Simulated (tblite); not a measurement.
**Geometry relaxation, with input and output: C8H20N2Si3 (part 1 of 3)**

C8H20N2Si3, SMILES C=C[Si@@H](N[Si@H](C)C=C)N[Si@@H](C)C=C, computed with GFN2-xTB geometry optimisation, gas phase (tblite 0.8.0).

The run did not end well.

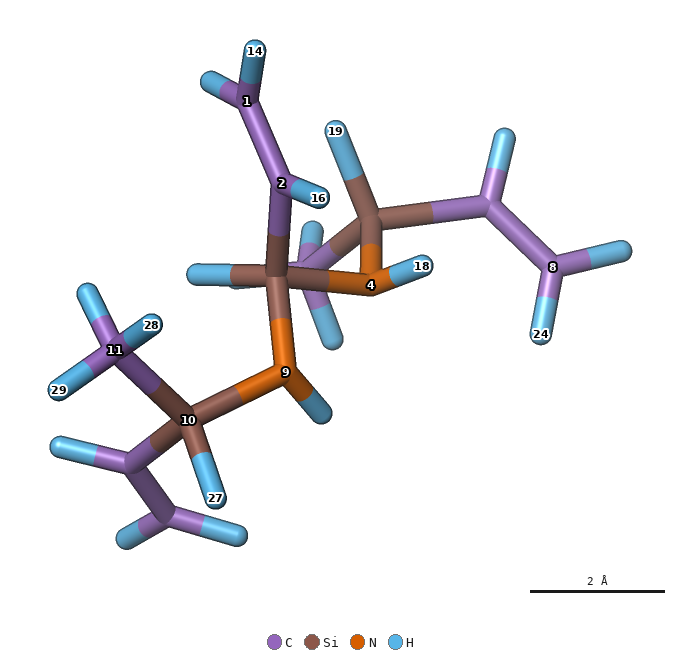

Fig. 1: The input geometry (stick view, seen at a tilt; atoms are numbered from 1 in the order of the input).

**What the run reported**

| quantity | value |
| --- | --- |
| outcome | not converged |
| total energy | −1042.4905 eV |
| hardware | 1 CPU thread, shared host |
| wall time | 12 s |
| peak memory | 0.3 GiB |

**What went wrong**

The run did not converge. At least one of its steps failed, so the values that rest on that step are not results.

**Input**
```
{"job": {"xc": "GFN2-xTB", "basis": "xTB", "kind": "relax"}, "charge": 0, "multiplicity": 1}
C     -0.635000    -3.324700     0.798600
C     -0.061900    -2.219600     1.285400
Si     0.176800    -0.627400     0.462200
N     -1.001300     0.486400     0.939200
Si    -2.421900     0.369900     0.035400
C     -2.274000     1.225900    -1.611400
C     -3.761800     1.140600     1.033800
C     -3.653400     2.245100     1.795600
N      1.488500     0.172400     1.121200
Si     2.936500    -0.063500     0.305300
C      3.489300    -1.823100     0.180100
C      2.924400     0.795600    -1.321400
C      2.550200     2.067100    -1.539900
H     -0.712900    -4.225700     1.396700
H     -1.069800    -3.350200    -0.198900
H      0.344000    -2.249100     2.314400
H      0.246400    -0.712300    -1.009700
H     -1.217500     0.288300     1.921500
H     -2.793100    -1.044600    -0.157400
H     -1.517600     0.747600    -2.242600
H     -1.979400     2.280300    -1.479700
H     -3.222700     1.212600    -2.146000
H     -4.701200     0.615000     0.994400
H     -2.737900     2.793500     1.875000
H     -4.512300     2.615600     2.354200
H      1.239500     1.161000     1.116800
H      3.932800     0.656900     1.133200
H      3.481700    -2.307400     1.165800
H      4.516900    -1.881600    -0.204600
H      2.859800    -2.407000    -0.482200
H      3.273300     0.186500    -2.152000
H      2.210300     2.727800    -0.754800
H      2.586300     2.480100    -2.555300
```

The first line tells a small driver script what to run in tblite; the rest is the geometry in Å.

Launched with:
```bash
OMP_NUM_THREADS=1 python <driver script> task.json out
```

**The program's output**
```
step      E/eV     max force
  0   -1041.36506    2.431
  1   -1041.62903    1.531
  2   -1041.72136    0.815
  3   -1041.79432    0.836
  4   -1041.93272    0.676
  5   -1042.00127    0.680
  6   -1042.05617    0.606
  7   -1042.10080    0.491
  8   -1042.14492    0.535
  9   -1042.18681    0.468
 10   -1042.21605    0.340
 11   -1042.23935    0.277
 12   -1042.25545    0.311
 13   -1042.26921    0.285
 14   -1042.27929    0.234
 15   -1042.28786    0.209
 16   -1042.29574    0.202
 17   -1042.30146    0.201
 18   -1042.30570    0.127
 19   -1042.30891    0.126
 20   -1042.31160    0.116
 21   -1042.31426    0.109
 22   -1042.31667    0.114
 23   -1042.31881    0.104
 24   -1042.32078    0.126
 25   -1042.32278    0.102
 26   -1042.32478    0.090
 27   -1042.32653    0.082
 28   -1042.32813    0.093
 29   -1042.32997    0.110
 30   -1042.33204    0.093
 31   -1042.33388    0.067
 32   -1042.33518    0.065
 33   -1042.33619    0.077
 34   -1042.33723    0.075
 35   -1042.33849    0.065
 36   -1042.33998    0.065
 37   -1042.34169    0.077
 38   -1042.34350    0.087
 39   -1042.34522    0.087
 40   -1042.34666    0.076
 41   -1042.34787    0.084
 42   -1042.34900    0.101
 43   -1042.35010    0.091
 44   -1042.35116    0.090
 45   -1042.35237    0.092
 46   -1042.35388    0.113
 47   -1042.35564    0.121
 48   -1042.35733    0.088
 49   -1042.35862    0.090
 50   -1042.35957    0.072
 51   -1042.36040    0.055
 52   -1042.36110    0.057
 53   -1042.36173    0.059
 54   -1042.36245    0.064
 55   -1042.36334    0.086
 56   -1042.36431    0.081
 57   -1042.36506    0.054
 58   -1042.36570    0.054
 59   -1042.36650    0.069
 60   -1042.36753    0.077
 61   -1042.36873    0.089
 62   -1042.36991    0.067
 63   -1042.37115    0.069
 64   -1042.37258    0.095
 65   -1042.37444    0.101
 66   -1042.37645    0.108
 67   -1042.37875    0.122
 68   -1042.38061    0.108
 69   -1042.38251    0.087
 70   -1042.38380    0.097
 71   -1042.38549    0.119
 72   -1042.38735    0.115
 73   -1042.38956    0.115
 74   -1042.39123    0.124
 75   -1042.39223    0.117
 76   -1042.39287    0.111
 77   -1042.39390    0.110
 78   -1042.39500    0.072
 79   -1042.39615    0.099
 80   -1042.39749    0.071
 81   -1042.39881    0.099
 82   -1042.40042    0.077
 83   -1042.40192    0.076
 84   -1042.40317    0.086
 85   -1042.40421    0.102
 86   -1042.40555    0.079
 87   -1042.40748    0.080
 88   -1042.40866    0.063
 89   -1042.41059    0.076
 90   -1042.41221    0.071
 91   -1042.41378    0.073
 92   -1042.41481    0.109
 93   -1042.41588    0.085
 94   -1042.41655    0.056
 95   -1042.41732    0.046
 96   -1042.41781    0.069
 97   -1042.41851    0.076
 98   -1042.41945    0.047
 99   -1042.41993    0.049
100   -1042.42077    0.066
101   -1042.42158    0.092
102   -1042.42248    0.074
103   -1042.42332    0.071
104   -1042.42410    0.072
105   -1042.42483    0.059
106   -1042.42547    0.051
107   -1042.42610    0.052
108   -1042.42692    0.057
109   -1042.42785    0.069
110   -1042.42880    0.073
111   -1042.42968    0.059
112   -1042.43046    0.080
113   -1042.43127    0.087
114   -1042.43221    0.056
115   -1042.43368    0.069
116   -1042.43440    0.082
117   -1042.43536    0.048
118   -1042.43591    0.048
119   -1042.43636    0.039
120   -1042.43636    0.039
121   -1042.43654    0.026
122   -1042.43693    0.044
123   -1042.43710    0.049
124   -1042.43738    0.035
125   -1042.43763    0.030
126   -1042.43785    0.029
127   -1042.43814    0.039
128   -1042.43843    0.035
129   -1042.43867    0.033
130   -1042.43888    0.030
131   -1042.43908    0.040
132   -1042.43929    0.035
133   -1042.43949    0.031
134   -1042.43966    0.027
135   -1042.43987    0.049
136   -1042.44014    0.057
137   -1042.44044    0.042
138   -1042.44069    0.040
139   -1042.44092    0.040
140   -1042.44118    0.053
141   -1042.44146    0.055
142   -1042.44170    0.032
143   -1042.44186    0.024
144   -1042.44199    0.029
145   -1042.44212    0.032
146   -1042.44226    0.024
147   -1042.44237    0.019
148   -1042.44247    0.023
149   -1042.44259    0.030
150   -1042.44273    0.030
151   -1042.44288    0.025
152   -1042.44302    0.018
153   -1042.44313    0.026
154   -1042.44324    0.027
155   -1042.44334    0.019
156   -1042.44344    0.017
157   -1042.44355    0.019
158   -1042.44367    0.027
159   -1042.44380    0.027
160   -1042.44394    0.024
161   -1042.44410    0.027
162   -1042.44431    0.031
163   -1042.44454    0.030
164   -1042.44474    0.027
165   -1042.44491    0.025
166   -1042.44505    0.022
167   -1042.44521    0.024
168   -1042.44538    0.024
169   -1042.44553    0.025
170   -1042.44563    0.020
171   -1042.44571    0.023
172   -1042.44580    0.022
173   -1042.44591    0.019
174   -1042.44601    0.015
175   -1042.44608    0.016
176   -1042.44613    0.016
177   -1042.44620    0.017
178   -1042.44629    0.020
179   -1042.44640    0.027
180   -1042.44651    0.026
181   -1042.44658    0.021
182   -1042.44664    0.016
183   -1042.44669    0.017
184   -1042.44676    0.023
185   -1042.44681    0.020
186   -1042.44686    0.014
187   -1042.44691    0.015
188   -1042.44697    0.022
189   -1042.44702    0.022
190   -1042.44706    0.014
191   -1042.44709    0.013
192   -1042.44711    0.013
193   -1042.44714    0.017
194   -1042.44717    0.016
195   -1042.44720    0.012
196   -1042.44722    0.013
197   -1042.44724    0.014
198   -1042.44727    0.019
199   -1042.44731    0.016
200   -1042.44734    0.009
201   -1042.44736    0.010
202   -1042.44738    0.011
203   -1042.44740    0.013
204   -1042.44743    0.011
205   -1042.44745    0.011
206   -1042.44748    0.010
207   -1042.44750    0.011
208   -1042.44753    0.010
209   -1042.44754    0.008
210   -1042.44756    0.008
211   -1042.44758    0.012
212   -1042.44761    0.015
213   -1042.44765    0.012
214   -1042.44768    0.010
215   -1042.44770    0.010
216   -1042.44773    0.014
217   -1042.44775    0.013
218   -1042.44777    0.007
219   -1042.44778    0.007
220   -1042.44780    0.009
221   -1042.44782    0.014
222   -1042.44785    0.017
223   -1042.44788    0.012
224   -1042.44789    0.007
225   -1042.44791    0.009
226   -1042.44793    0.014
227   -1042.44795    0.016
228   -1042.44797    0.011
229   -1042.44798    0.007
230   -1042.44800    0.009
231   -1042.44802    0.014
232   -1042.44805    0.020
233   -1042.44809    0.018
234   -1042.44814    0.015
235   -1042.44820    0.018
236   -1042.44827    0.023
237   -1042.44835    0.023
238   -1042.44844    0.019
239   -1042.44852    0.020
240   -1042.44859    0.019
241   -1042.44866    0.020
242   -1042.44874    0.019
243   -1042.44881    0.016
244   -1042.44887    0.014
245   -1042.44893    0.014
246   -1042.44898    0.014
247   -1042.44904    0.016
248   -1042.44911    0.017
249   -1042.44920    0.021
250   -1042.44931    0.025
251   -1042.44942    0.020
252   -1042.44950    0.019
253   -1042.44958    0.017
254   -1042.44966    0.022
255   -1042.44975    0.022
256   -1042.44986    0.023
257   -1042.44997    0.027
258   -1042.45009    0.028
259   -1042.45021    0.030
260   -1042.45034    0.030
261   -1042.45048    0.024
262   -1042.45065    0.038
263   -1042.45085    0.037
264   -1042.45115    0.046
265   -1042.45142    0.066
266   -1042.45190    0.052
267   -1042.45240    0.038
268   -1042.45294    0.044
269   -1042.45320    0.054
270   -1042.45363    0.053
271   -1042.45433    0.048
272   -1042.45462    0.041
273   -1042.45504    0.041
274   -1042.45534    0.054
275   -1042.45566    0.054
276   -1042.45604    0.054
277   -1042.45628    0.036
278   -1042.45664    0.032
279   -1042.45686    0.039
280   -1042.45705    0.025
281   -1042.45721    0.022
282   -1042.45734    0.021
283   -1042.45746    0.024
284   -1042.45760    0.028
285   -1042.45772    0.028
286   -1042.45786    0.024
287   -1042.45799    0.023
288   -1042.45812    0.022
289   -1042.45822    0.022
290   -1042.45833    0.019
291   -1042.45842    0.015
292   -1042.45851    0.016
293   -1042.45859    0.022
294   -1042.45868    0.021
295   -1042.45878    0.019
296   -1042.45889    0.023
297   -1042.45900    0.021
298   -1042.45912    0.033
299   -1042.45924    0.029
300   -1042.45936    0.021
301   -1042.45946    0.018
302   -1042.45954    0.017
303   -1042.45961    0.020
304   -1042.45969    0.019
305   -1042.45977    0.022
306   -1042.45985    0.020
307   -1042.45993    0.018
308   -1042.46001    0.017
309   -1042.46008    0.019
310   -1042.46016    0.020
311   -1042.46025    0.022
312   -1042.46033    0.023
313   -1042.46042    0.017
314   -1042.46049    0.020
315   -1042.46056    0.017
316   -1042.46063    0.022
317   -1042.46072    0.022
318   -1042.46081    0.022
319   -1042.46093    0.022
320   -1042.46106    0.027
321   -1042.46123    0.030
322   -1042.46141    0.041
323   -1042.46163    0.037
324   -1042.46188    0.041
325   -1042.46220    0.030
326   -1042.46254    0.037
327   -1042.46298    0.044
328   -1042.46337    0.038
329   -1042.46375    0.034
330   -1042.46413    0.041
331   -1042.46447    0.066
332   -1042.46400    0.130
333   -1042.46520    0.043
334   -1042.46547    0.033
335   -1042.46612    0.070
336   -1042.46637    0.032
337   -1042.46681    0.040
338   -1042.46714    0.040
339   -1042.46734    0.046
340   -1042.46759    0.055
341   -1042.46791    0.032
342   -1042.46819    0.035
343   -1042.46849    0.037
344   -1042.46891    0.031
345   -1042.46917    0.055
346   -1042.46943    0.039
347   -1042.46970    0.031
348   -1042.47018    0.035
349   -1042.47038    0.049
350   -1042.47062    0.030
351   -1042.47092    0.029
352   -1042.47112    0.024
353   -1042.47134    0.026
354   -1042.47150    0.032
355   -1042.47163    0.035
356   -1042.47176    0.042
357   -1042.47190    0.023
358   -1042.47205    0.019
359   -1042.47213    0.023
360   -1042.47225    0.025
361   -1042.47234    0.017
362   -1042.47241    0.016
363   -1042.47246    0.019
364   -1042.47251    0.018
365   -1042.47257    0.017
366   -1042.47264    0.018
367   -1042.47269    0.019
368   -1042.47276    0.021
369   -1042.47283    0.020
370   -1042.47291    0.020
371   -1042.47301    0.018
372   -1042.47311    0.024
373   -1042.47322    0.028
374   -1042.47335    0.026
375   -1042.47354    0.027
376   -1042.47366    0.028
377   -1042.47383    0.029
378   -1042.47400    0.033
379   -1042.47417    0.028
380   -1042.47432    0.026
381   -1042.47446    0.026
382   -1042.47460    0.022
383   -1042.47471    0.032
384   -1042.47480    0.030
385   -1042.47494    0.018
386   -1042.47509    0.022
387   -1042.47526    0.034
388   -1042.47550    0.043
389   -1042.47577    0.039
390   -1042.47606    0.034
391   -1042.47634    0.034
392   -1042.47657    0.044
393   -1042.47677    0.030
394   -1042.47695    0.022
395   -1042.47715    0.025
396   -1042.47731    0.025
397   -1042.47760    0.031
398   -1042.47778    0.028
399   -1042.47794    0.025
400   -1042.47810    0.034
401   -1042.47830    0.040
402   -1042.47849    0.028
403   -1042.47864    0.020
404   -1042.47875    0.022
405   -1042.47885    0.034
406   -1042.47897    0.034
407   -1042.47917    0.026
408   -1042.47933    0.024
409   -1042.47949    0.023
410   -1042.47963    0.027
411   -1042.47975    0.020
412   -1042.47987    0.018
413   -1042.47996    0.019
414   -1042.48003    0.020
415   -1042.48011    0.021
416   -1042.48020    0.023
417   -1042.48030    0.019
418   -1042.48039    0.020
419   -1042.48047    0.016
420   -1042.48056    0.024
421   -1042.48066    0.029
422   -1042.48077    0.023
423   -1042.48089    0.023
424   -1042.48100    0.022
425   -1042.48112    0.026
426   -1042.48126    0.033
427   -1042.48144    0.028
428   -1042.48162    0.031
429   -1042.48179    0.030
430   -1042.48194    0.025
431   -1042.48211    0.026
432   -1042.48230    0.028
433   -1042.48248    0.027
434   -1042.48269    0.031
435   -1042.48291    0.032
436   -1042.48314    0.029
437   -1042.48338    0.027
438   -1042.48356    0.029
439   -1042.48371    0.026
440   -1042.48382    0.018
441   -1042.48392    0.015
442   -1042.48400    0.018
443   -1042.48411    0.021
444   -1042.48422    0.019
445   -1042.48434    0.017
446   -1042.48443    0.022
447   -1042.48453    0.026
448   -1042.48463    0.022
449   -1042.48472    0.020
450   -1042.48480    0.016
451   -1042.48487    0.019
452   -1042.48496    0.022
453   -1042.48506    0.028
454   -1042.48519    0.031
455   -1042.48531    0.022
456   -1042.48541    0.026
457   -1042.48551    0.026
458   -1042.48570    0.034
459   -1042.48584    0.030
460   -1042.48603    0.028
461   -1042.48617    0.026
462   -1042.48629    0.021
463   -1042.48639    0.020
464   -1042.48650    0.022
465   -1042.48659    0.023
466   -1042.48666    0.016
467   -1042.48674    0.018
468   -1042.48682    0.020
469   -1042.48688    0.022
470   -1042.48693    0.014
471   -1042.48698    0.015
472   -1042.48702    0.015
473   -1042.48707    0.015
474   -1042.48710    0.012
475   -1042.48713    0.010
```
